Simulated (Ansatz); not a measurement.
**[NH4]+ (ammonium): CCSDT(Q)/3-21G**

Aim: the energy change on altering one bond length of [NH4]+ (ammonium) at CCSDT(Q)/3-21G, from 2 runs. 

The calculation is run with Ansatz 0.2.0.

2 further runs of the same task are left out: 1 that didn't finish, 1 set aside as unsound or not needed.

## 1. The system as given

The species is [NH4]+ (5 atoms), meant as a singlet with charge +1. SMILES: `[NH4+]`. The coordinates come from a GFN2-xTB relaxation.

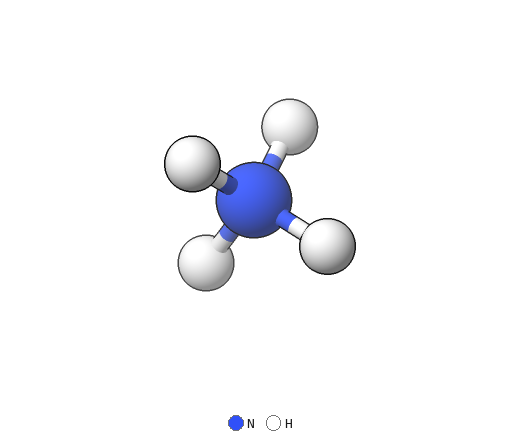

Viewed from a chosen angle; nitrogen blue, hydrogen white.

## 2. The energy at CCSDT(Q)/3-21G

The input, in.yaml:

```yaml
crystal:
  periodic: [false, false, false]
  atoms:
    - {symbol: N, position_ang: [0.000080, 0.000050, -0.000010]}
    - {symbol: H, position_ang: [0.455870, -0.450720, 0.805650]}
    - {symbol: H, position_ang: [-0.977900, 0.217540, 0.236550]}
    - {symbol: H, position_ang: [0.024080, -0.637350, -0.808220]}
    - {symbol: H, position_ang: [0.497880, 0.870480, -0.233970]}
basis:
  gaussian: {orbitals: 3-21G.json}
total_charge: 1
correlation: {method: ccsdt_q, frozen_orbitals: {H: 0, "N": 1}}
accuracy: high
scf: {omitted_lower_state_checks: [cluster_reference, increment]}
```

The basis set 3-21G is read from a file made from the Basis Set Exchange's data (not shown).

On the command line:

```
$ ansatz run in.yaml --threads 1 --pin off --max-ram 2610MiB --events-out events.jsonl --progress --plain --runs-dir runs
```

Output, cut to the lines that bear on the results:

```text
Warning: RAYON_NUM_THREADS=1 ignored (pool sized by the plan → 1); use --threads N
Functional definition: HF
  name "HF"
[...]
338 factors; integrals over basis functions are off by at most 1.8e-8 eV
[...]
mean field -1530.19522435 eV, -56.2336372911 hartree, gradient 2.8e-8 eV, S^2 0.000000; 0 other end points of the search recorded, 0 dependent functions left out
1 core orbitals not correlated: weight in the atoms' cores, before any rotation towards them, 1.000 or more for the frozen orbitals, at most 0.000 for the correlated occupied ones
reference -1530.19522435 eV, -56.2336372911 hartree; 4, 4 occupied and 12, 12 virtual orbitals, 338 factors
second order -3.20986579 eV of doubles, -0.00000000 eV of singles
cycle   1  -3.45054417 eV  change   -2.4e-1 eV  update   4.1e-2
[...]
cycle  16  -3.66218028 eV  change  -1.9e-11 eV  update  7.8e-10
perturbative correction -0.00374029 eV, -0.0001374530 hartree
Total energy: -1533.86114492 eV, -56.3683573873 hartree
Checks for a lower state left out: cluster_reference, increment
```

Wall time 0.24 s (1 thread of Intel Xeon 6975P-C (Granite Rapids), shared host).

## 3. The distorted shape, same level

The input, molecule.yaml:

```yaml
crystal:
  periodic: [false, false, false]
  atoms:
    - {symbol: N, position_ang: [-0.113881, 0.112756, -0.201449]}
    - {symbol: H, position_ang: [0.455870, -0.450720, 0.805650]}
    - {symbol: H, position_ang: [-1.091861, 0.330246, 0.035111]}
    - {symbol: H, position_ang: [-0.089881, -0.524644, -1.009659]}
    - {symbol: H, position_ang: [0.383919, 0.983186, -0.435409]}
basis:
  gaussian:
    orbitals: 3-21G.json
total_charge: 1
correlation:
  method: ccsdt_q
  frozen_orbitals: {H: 0, "N": 1}
accuracy: high
scf:
  omitted_lower_state_checks: [cluster_reference, increment]
```

The basis set 3-21G is read from a file made from the Basis Set Exchange's data (not shown).

On the command line:

```
$ ansatz run molecule.yaml --threads 1 --pin off --max-ram 2610MiB --events-out events.jsonl --progress --plain --runs-dir runs
```

Output, cut to the lines that bear on the results:

```text
Warning: RAYON_NUM_THREADS=1 ignored (pool sized by the plan → 1); use --threads N
[... 2 set-up lines as earlier in the session ...]
[...]
337 factors; integrals over basis functions are off by at most 5.2e-9 eV
[...]
mean field -1529.25321037 eV, -56.1990189160 hartree, gradient 1.3e-8 eV, S^2 0.000000; 0 other end points of the search recorded, 0 dependent functions left out
1 core orbitals not correlated: weight in the atoms' cores, before any rotation towards them, 1.000 or more for the frozen orbitals, at most 0.000 for the correlated occupied ones
reference -1529.25321037 eV, -56.1990189160 hartree; 4, 4 occupied and 12, 12 virtual orbitals, 337 factors
second order -3.36964827 eV of doubles, -0.00000000 eV of singles
cycle   1  -3.60168807 eV  change   -2.3e-1 eV  update   4.8e-2
[...]
cycle  17  -3.86653017 eV  change   6.1e-10 eV  update  7.4e-10
perturbative correction -0.00463702 eV, -0.0001704073 hartree
Total energy: -1533.12437756 eV, -56.3412816863 hartree
Checks for a lower state left out: cluster_reference, increment
```

Run time: 0.2 s. Hardware: 1 thread of Intel Xeon 6975P-C (Granite Rapids), shared host.

## 4. Results

Level: CCSDT(Q)/3-21G, 1 core orbital frozen.

```
                                                         quantity         value
                                        first shape: total energy  -56.36836 Eh
          first shape: correlation energy (1 core orbital frozen)    -134.7 mEh
                                       first shape: T1 diagnostic         0.007
                                    distorted shape: total energy  -56.34128 Eh
      distorted shape: correlation energy (1 core orbital frozen)    -142.3 mEh
                                   distorted shape: T1 diagnostic         0.009
energy change with the N1–H2 bond stretched from 1.030 to 1.287 Å      0.737 eV
```

**Reading.** With the N1–H2 bond stretched from 1.030 to 1.287 Å the energy rises by 0.74 eV (71.1 kJ/mol). The first shape isn't relaxed at this level, so the change isn't measured from a minimum.
